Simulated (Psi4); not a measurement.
**B3LYP/cc-pVDZ (sweep point 1) run of SiSe (SMILES [Si][Se])**

Aim: the vertical electron affinity of SiSe at B3LYP/cc-pVDZ (sweep point 1), from 2 runs. 

The calculation is run with Psi4 1.11.

## Step 1: The structure to begin with

The species is SiSe (2 atoms), meant as a singlet with charge 0. SMILES: `[Si][Se]`. Geometry: relaxed at PBE0-D4/def2-TZVP.

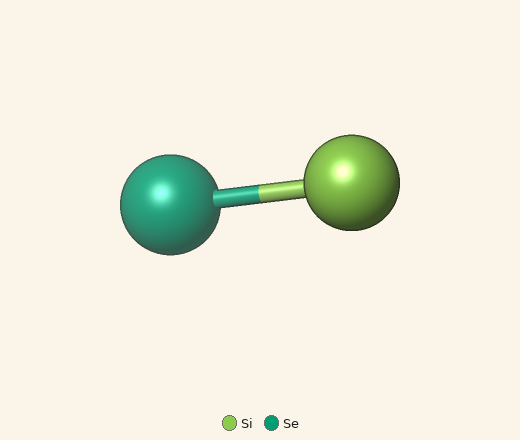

Viewed from a chosen angle; silicon green, selenium teal.

## Step 2: The energy at B3LYP/cc-pVDZ (sweep point 1)

input.inp

```
memory 1600 mb

molecule geom {
  0 1
  Si     0.000000     0.000000     0.031440
  Se     0.000000     0.000000     2.093090
  symmetry c1
}

set {
  reference            rks
  puream               true
  scf_type             pk
  dft_radial_points    99
  dft_spherical_points 590
}

e_tot, wfn = energy('b3lyp/cc-pVDZ', return_wfn=True)
```

The run is started by

```sh
$ psi4 input.inp input.out -n 1
```

input.out, cut to the lines that bear on the results:

```text
[...]
  Running in c1 symmetry.
[...]
  Nuclear repulsion =  122.178038114578129
[...]
  Multiplicity = 1
[...]
  Nalpha       = 24
  Nbeta        = 24
[...]
    Number of basis functions: 45
[...]
   @RKS iter   1: -2690.57919004764153   -2.16286e+00   2.22100e-02 ADIIS/DIIS
[...]
   @RKS iter   9: -2691.08357367570488   -1.91121e-08   7.77683e-07 DIIS
[...]
    Orbital Energies [Eh]
    ---------------------
    Doubly Occupied:
       1A   -453.911310     2A    -66.180973     3A    -58.100496
       4A    -52.153026     5A    -52.153026     6A    -52.152441
       7A     -7.825856     8A     -5.765651     9A     -5.765645
      10A     -5.765645    11A     -5.324827    12A     -3.683938
      13A     -3.683938    14A     -3.679290    15A     -2.115403
      16A     -2.114365    17A     -2.114365    18A     -2.114228
      19A     -2.114228    20A     -0.694314    21A     -0.437833
      22A     -0.275696    23A     -0.275696    24A     -0.274921
[...]
  @RKS Final Energy: -2691.08357367570488
   => Energetics <=
    Nuclear Repulsion Energy =            122.1780381145781291
    One-Electron Energy =               -3988.0022165871473590
    Two-Electron Energy =                1261.6475628849680106
    DFT Exchange-Correlation Energy =     -86.9069580881040054
    Empirical Dispersion Energy =           0.0000000000000000
    VV10 Nonlocal Energy =                  0.0000000000000000
    Total Energy =                      -2691.0835736757053382
[...]
 Multipole Moments:
 ------------------------------------------------------------------------------------
     Multipole            Electronic (a.u.)      Nuclear  (a.u.)        Total (a.u.)
 ------------------------------------------------------------------------------------
 L = 1.  Multiply by 2.5417464519 to convert [e a0] to [Debye]
 Dipole X            :          0.0000000            0.0000000            0.0000000
 Dipole Y            :         -0.0000000            0.0000000           -0.0000000
 Dipole Z            :          5.5582298           -6.0524846           -0.4942548
 Magnitude           :                                                    0.4942548
[...]
```

Wall time 22 s (1 thread of Intel Xeon at 2.70GHz, shared host); peak memory 0.56 GiB.

## Step 3: The doublet anion, same level

job.dat

```
memory 1.6 GB

molecule {
  -1 2
  Si     0.000000     0.000000     0.031440
  Se     0.000000     0.000000     2.093090
  symmetry c1
}

set {
  basis cc-pVDZ
  reference uks
  puream true
  scf_type pk
  dft_radial_points 99
  dft_spherical_points 590
  maxiter 100
}

energy_value, wavefunction = energy('b3lyp', return_wfn=True)
```

The run is started by

```sh
$ psi4 job.dat job.out -n 1
```

job.out, cut to the lines that bear on the results:

```text
[...]
  Running in c1 symmetry.
[...]
  Nuclear repulsion =  122.178038114578129
[...]
  Multiplicity = 2
[...]
  Nalpha       = 25
  Nbeta        = 24
[...]
    Number of basis functions: 45
[...]
   @UKS iter   1: -2690.55543363686229   -2.13911e+00   2.24770e-02 DIIS/ADIIS
[...]
   @UKS iter   9: -2691.08879577828066   -5.49808e-08   7.43986e-07 DIIS
[...]
   @S^2 Observed:                7.532989872E-01
[...]
    Orbital Energies [Eh]
    ---------------------
    Alpha Occupied:
       1A   -453.662958     2A    -65.907989     3A    -57.852322
       4A    -51.905244     5A    -51.904590     6A    -51.904401
       7A     -7.577655     8A     -5.518902     9A     -5.518827
      10A     -5.515060    11A     -5.054313    12A     -3.414746
      13A     -3.412172    14A     -3.410412    15A     -1.869247
      16A     -1.868463    17A     -1.865245    18A     -1.865160
      19A     -1.864289    20A     -0.455286    21A     -0.203391
      22A     -0.051350    23A     -0.048392    24A     -0.042398
      25A      0.081224
    Alpha Virtual:
[...]
  @UKS Final Energy: -2691.08879577828066
   => Energetics <=
    Nuclear Repulsion Energy =            122.1780381145781291
    One-Electron Energy =               -3999.9923939470531877
    Two-Electron Energy =                1273.8486392302047534
    DFT Exchange-Correlation Energy =     -87.1230791760105348
    Empirical Dispersion Energy =           0.0000000000000000
    VV10 Nonlocal Energy =                  0.0000000000000000
    Total Energy =                      -2691.0887957782806552
[...]
 Multipole Moments:
 ------------------------------------------------------------------------------------
     Multipole            Electronic (a.u.)      Nuclear  (a.u.)        Total (a.u.)
 ------------------------------------------------------------------------------------
 L = 1.  Multiply by 2.5417464519 to convert [e a0] to [Debye]
 Dipole X            :         -0.0000000            0.0000000           -0.0000000
 Dipole Y            :          0.0000000            0.0000000            0.0000000
 Dipole Z            :          7.1686311           -6.0524846            1.1161465
 Magnitude           :                                                    1.1161465
[...]
```

Wall time 22 s (1 thread of Intel Xeon at 2.70GHz, shared host); peak memory 0.57 GiB.

## Step 4: Results

Level: B3LYP/cc-pVDZ (sweep point 1).

```
                                         quantity           value
                       singlet SiSe: total energy  -2691.08357 Eh
                      singlet SiSe: dipole moment          1.26 D
                        singlet SiSe: HOMO energy        -7.48 eV
                        singlet SiSe: LUMO energy        -2.46 eV
                      singlet SiSe: HOMO–LUMO gap         5.02 eV
                      doublet anion: total energy  -2691.08880 Eh
doublet anion: HOMO energy (highest over α and β)         2.21 eV
 doublet anion: LUMO energy (lowest over α and β)         3.62 eV
                              doublet anion: ⟨S²⟩           0.753
vertical electron affinity (to the doublet anion)        0.142 eV
```

**Reading.** At fixed nuclei the extra electron is bound by 0.14 eV (3.3 kcal/mol). The basis has no diffuse functions, so the error can be as large as this value. The HOMO (doublet anion) lies at positive energy, 2.21 eV; only total energies tell whether the electron is bound.
